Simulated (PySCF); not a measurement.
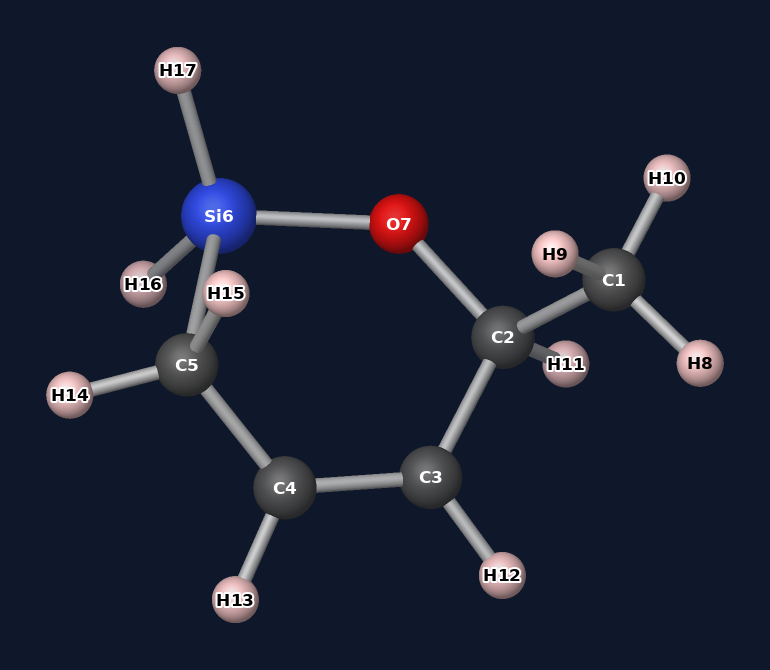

State: charge +1, doublet. The computed structure is the end point of a GFN2-xTB optimisation. No frequency run is at hand to confirm it as a minimum. Properties computed with UKS B3LYP, pcH-1 on C H O Si, non-relativistic (PySCF 2.14.0).

Give the isotropic hyperfine couplings (Fermi-contact term alone) of C1, C2, C3, C4, C5, Si6, O7, H8, H9, H10, H11, H12, H13, H14, H15, H16, H17.

```csv
atom,isotope,a_iso (MHz)
C1,13C,32.0
C2,13C,−16.3
C3,13C,31.0
C4,13C,−14.8
C5,13C,7.3
Si6,29Si,−2.3
O7,17O,−7.4
H8,1H,−2.9
H9,1H,−3.4
H10,1H,34.2
H11,1H,17.2
H12,1H,−9.5
H13,1H,54.8
H14,1H,−10.9
H15,1H,54.3
H16,1H,8.0
H17,1H,43.6
```

The geometry is semi-empirical. Around Si such bond lengths and angles can be off by a tenth of an ångström or more and by several degrees, and values that hang on the shape move with them.
